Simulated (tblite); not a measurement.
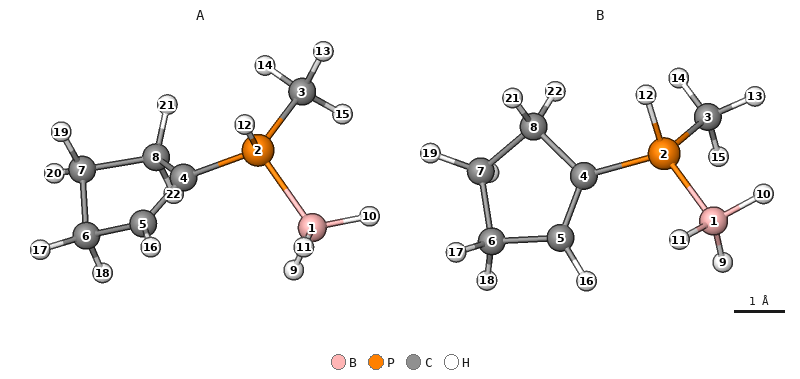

Two geometries of C6H14BP, drawn at one scale. One is the start of a relaxation, the other its converged end. A ball-and-stick model, seen at a tilt.

The calculation used GFN2-xTB geometry optimisation, gas phase in tblite 0.8.0. 

### Which geometry has the lower energy?

Structure B is the relaxed one. The atom that moves furthest after the best rigid fit is H22 (2.25 Å). Largest moves by element: H 2.25 Å, C 1.12 Å, B 0.60 Å, P 0.19 Å. Near-neighbour distances that change, for instance: P2–C3 1.799 → 1.837 Å, C3–H13 1.118 → 1.089 Å, C3–H15 1.113 → 1.090 Å, C6–C7 1.518 → 1.539 Å. Bond angles that change, for instance: C3–P2–H12 111.8° → 98.7°, B1–P2–H12 107.8° → 120.2°, B1–P2–C4 106.3° → 118.1°. Groups turn about P2–C4 by about 70°, C7–C8 by about 70°, C6–C7 by about 65°. The energy falls by 90.0 kJ/mol in 223 geometry steps.
